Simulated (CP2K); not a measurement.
# BNH6 (SMILES [BH3-][NH3+]): GFN2-xTB

What is the energy change on altering one bond length of BNH6 at GFN2-xTB? 

Program for the calculation: CP2K 2026.2.

3 further runs of the same task are left out: 1 that didn't finish, 2 set aside as unsound or not needed.

### Step 1. Starting point

BNH6: 8 atoms, total charge 0, spin state singlet. SMILES: `[BH3-][NH3+]`. The shape is that of a PBE0-D4/def2-TZVP optimisation.

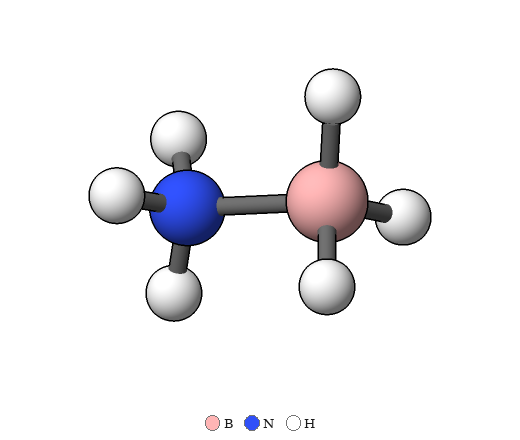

Viewed from a chosen angle; boron pink, nitrogen blue, hydrogen white.

### Step 2. Energy and forces at GFN2-xTB

Contents of job.inp:

```
&FORCE_EVAL
 METHOD Quickstep
 &DFT
  &QS
   METHOD XTB
   EPS_DEFAULT 1.0E-10
   &XTB
    GFN_TYPE TBLITE
    &TBLITE
     METHOD GFN2
    &END TBLITE
    CHECK_ATOMIC_CHARGES F
   &END XTB
  &END QS
  &POISSON
   PERIODIC NONE
   POISSON_SOLVER ANALYTIC
  &END POISSON
  &SCF
   SCF_GUESS ATOMIC
   EPS_SCF 1.0E-07
   MAX_SCF 150
   ADDED_MOS 2
   &DIAGONALIZATION
    ALGORITHM STANDARD
   &END DIAGONALIZATION
   &MIXING
    METHOD DIRECT_P_MIXING
    ALPHA 0.4
   &END MIXING
   &SMEAR ON
    METHOD FERMI_DIRAC
    ELECTRONIC_TEMPERATURE [K] 300
   &END SMEAR
  &END SCF
  &PRINT
   &MOMENTS
    PERIODIC F
    REFERENCE COM
    MAX_MOMENT 1
   &END MOMENTS
   &MO ON
    ENERGIES T
    OCCUPATION_NUMBERS T
    NDIGITS 6
    &EACH
     QS_SCF 0
    &END EACH
    ADD_LAST NUMERIC
   &END MO
   &HIRSHFELD OFF
   &END HIRSHFELD
  &END PRINT
 &END DFT
 &SUBSYS
  &CELL
   ABC 12.5 12.1 12.9
   PERIODIC NONE
  &END CELL
  &COORD
   B     -0.191300     0.250800    -0.775400
   N      0.206500    -0.255100     0.731700
   H     -0.078200    -0.728400    -1.481000
   H     -1.332600     0.649700    -0.687200
   H      0.604400     1.126600    -1.038400
   H      0.140800     0.507000     1.398700
   H      1.156600    -0.611300     0.755300
   H     -0.414000    -0.996500     1.040500
  &END COORD
  &TOPOLOGY
   &CENTER_COORDINATES
   &END CENTER_COORDINATES
  &END TOPOLOGY
 &END SUBSYS
 &PRINT
  &FORCES ON
  &END FORCES
 &END PRINT
&END FORCE_EVAL
&GLOBAL
 PROJECT job
 RUN_TYPE ENERGY_FORCE
 PRINT_LEVEL MEDIUM
&END GLOBAL
```

Command:

```
$ OMP_NUM_THREADS=1 cp2k.psmp -i job.inp -o job.out
```

Log, cut to the lines that bear on the results:

```text
CP2K| version string:                                       CP2K version 2026.2
[...]
 GLOBAL| Method name                                                        CP2K
[...]
 GLOBAL| Run type                                                   ENERGY_FORCE
[...]
                             - Atoms:                                          8
[...]
                             - Spherical basis functions:                     14
[...]
 Number of electrons:                                                         14
[...]
  *** SCF run converged in    12 steps ***
[...]
  Fermi energy:                                                -0.05721928383084
[...]
 TB_DIPOLE| Moment [Debye]          1.16364852      -1.47944356       4.40767229
 TB_DIPOLE| Derivative [a.u.]       0.00000000       0.00000000       0.00000000
[...]
 ENERGY| Total FORCE_EVAL ( QS ) energy [hartree]             -7.201441424462324
 FORCES| Atomic forces [hartree/bohr]
 FORCES|   Atom     x               y               z               |f|
 FORCES|      1 -1.39641342E-03  1.74304395E-03 -5.23446284E-03   5.69102573E-03
 FORCES|      2  2.72875355E-03 -3.45286105E-03  1.01955863E-02   1.11048785E-02
 FORCES|      3 -1.05400985E-03  7.41906315E-03  4.25318086E-03   8.61643675E-03
 FORCES|      4  8.06593213E-03 -2.60080601E-03 -1.52323170E-03   8.61067291E-03
 FORCES|      5 -6.00636574E-03 -6.06174673E-03  1.02326834E-03   8.59466584E-03
 FORCES|      6 -1.09160874E-03  2.76727025E-03 -2.21430490E-03   3.70844178E-03
 FORCES|      7  9.66237503E-04  4.88767753E-04 -3.54410663E-03   3.70583332E-03
 FORCES|      8 -2.21252544E-03 -3.02731314E-04 -2.95592948E-03   3.70465035E-03
 FORCES| Sum     2.71917905E-16 -6.45100293E-18  2.47198095E-17
 FORCES| Total atomic force                                       2.73115418E-16
[...]
```

It took 0.44 s on 1 thread of Arm Neoverse N1, shared host; peak memory 0.14 GiB.

### Step 3. The distorted shape

Contents of run.inp:

```
&GLOBAL
 PROJECT_NAME run
 RUN_TYPE ENERGY_FORCE
 PRINT_LEVEL MEDIUM
&END GLOBAL
&FORCE_EVAL
 METHOD Quickstep
 &DFT
  &QS
   METHOD XTB
   EPS_DEFAULT 1.0E-10
   &XTB
    GFN_TYPE TBLITE
    &TBLITE
     METHOD GFN2
    &END TBLITE
    CHECK_ATOMIC_CHARGES F
   &END XTB
  &END QS
  &POISSON
   PERIODIC NONE
   POISSON_SOLVER ANALYTIC
  &END POISSON
  &SCF
   SCF_GUESS ATOMIC
   EPS_SCF 1.0E-07
   MAX_SCF 150
   ADDED_MOS 2
   &DIAGONALIZATION
    ALGORITHM STANDARD
   &END DIAGONALIZATION
   &MIXING
    METHOD DIRECT_P_MIXING
    ALPHA 0.4
   &END MIXING
   &SMEAR ON
    METHOD FERMI_DIRAC
    ELECTRONIC_TEMPERATURE [K] 300
   &END SMEAR
  &END SCF
  &PRINT
   &MOMENTS
    PERIODIC F
    REFERENCE COM
    MAX_MOMENT 1
   &END MOMENTS
   &MO ON
    ENERGIES T
    OCCUPATION_NUMBERS T
    NDIGITS 6
    &EACH
     QS_SCF 0
    &END EACH
    ADD_LAST NUMERIC
   &END MO
   &HIRSHFELD OFF
   &END HIRSHFELD
  &END PRINT
 &END DFT
 &SUBSYS
  &CELL
   ABC 12.8 12.1 12.9
   PERIODIC NONE
  &END CELL
  &COORD
   B     -0.523850     0.375476    -0.783660
   N     -0.126050    -0.130424     0.723440
   H     -0.410750    -0.603724    -1.489260
   H     -1.665150     0.774376    -0.695460
   H      0.271850     1.251276    -1.046660
   H     -0.191750     0.631676     1.390440
   H      1.156600    -0.611300     0.755300
   H     -0.746550    -0.871824     1.032240
  &END COORD
  &TOPOLOGY
   &CENTER_COORDINATES
   &END CENTER_COORDINATES
  &END TOPOLOGY
 &END SUBSYS
 &PRINT
  &FORCES ON
  &END FORCES
 &END PRINT
&END FORCE_EVAL
```

Command:

```
$ OMP_NUM_THREADS=1 cp2k.psmp -i run.inp -o run.out
```

Log, cut to the lines that bear on the results:

```text
CP2K| version string:                                       CP2K version 2026.2
[...]
 GLOBAL| Method name                                                        CP2K
[...]
 GLOBAL| Run type                                                   ENERGY_FORCE
[...]
                             - Atoms:                                          8
[...]
                             - Spherical basis functions:                     14
[...]
 Number of electrons:                                                         14
[...]
  *** SCF run converged in    12 steps ***
[...]
  Fermi energy:                                                -0.26731234089156
[...]
 TB_DIPOLE| Moment [Debye]          1.18495088      -1.45700691       4.28010621
 TB_DIPOLE| Derivative [a.u.]       0.00000000       0.00000000       0.00000000
[...]
 ENERGY| Total FORCE_EVAL ( QS ) energy [hartree]             -7.157042484184887
 FORCES| Atomic forces [hartree/bohr]
 FORCES|   Atom     x               y               z               |f|
 FORCES|      1  3.79293376E-03 -9.48123615E-04 -1.96258214E-03   4.37458724E-03
 FORCES|      2  6.85299242E-02 -2.49515408E-02 -1.48876798E-03   7.29461879E-02
 FORCES|      3 -1.61625196E-03  7.95356587E-03  3.72702067E-03   8.93096655E-03
 FORCES|      4  7.73647202E-03 -3.15711685E-03  1.31491716E-03   8.45868744E-03
 FORCES|      5 -6.69013037E-03 -5.86701022E-03  4.17839415E-04   8.90809986E-03
 FORCES|      6  6.27753657E-03 -5.23852720E-05 -1.57065855E-03   6.47125783E-03
 FORCES|      7 -8.31535694E-02  3.02336152E-02  1.89569587E-03   8.84996116E-02
 FORCES|      8  5.12308517E-03 -3.21100438E-03 -2.33346444E-03   6.48086468E-03
 FORCES| Sum     1.12757026E-17  2.68882139E-17 -2.60208521E-18
 FORCES| Total atomic force                                       2.92726555E-17
[...]
```

Run time: 0.44 s. Hardware: 1 thread of Arm Neoverse N1, shared host; peak memory 0.14 GiB.

### Step 4. Results

At GFN2-xTB:

| quantity | value |
| --- | --- |
| first shape: total energy | -7.20144 Eh |
| first shape: dipole moment (from atomic charges alone) | 4.79 D |
| first shape: HOMO energy | -9.75 eV |
| first shape: LUMO energy | -0.64 eV |
| first shape: HOMO–LUMO gap | 9.11 eV |
| first shape: largest force on an atom | 0.571 eV/Å |
| distorted shape: total energy | -7.15704 Eh |
| distorted shape: dipole moment (from atomic charges alone) | 4.67 D |
| distorted shape: HOMO energy | -9.72 eV |
| distorted shape: LUMO energy | -6.36 eV |
| distorted shape: HOMO–LUMO gap | 3.36 eV |
| distorted shape: largest force on an atom | 4.551 eV/Å |
| energy change with the N2–H7 bond stretched from 1.015 to 1.370 Å | 1.208 eV |

With the N2–H7 bond stretched from 1.015 to 1.370 Å the energy rises by 1.21 eV (28 kcal/mol). The first shape isn't relaxed at this level, so the change isn't measured from a minimum. The largest force (first shape) is 0.57 eV/Å: the shape isn't a stationary point for this species at this level. The dipole (first shape) comes from point charges on the atoms alone, without atomic dipoles, so it is partial. The dipole (distorted shape) comes from point charges on the atoms alone, without atomic dipoles, so it is partial.
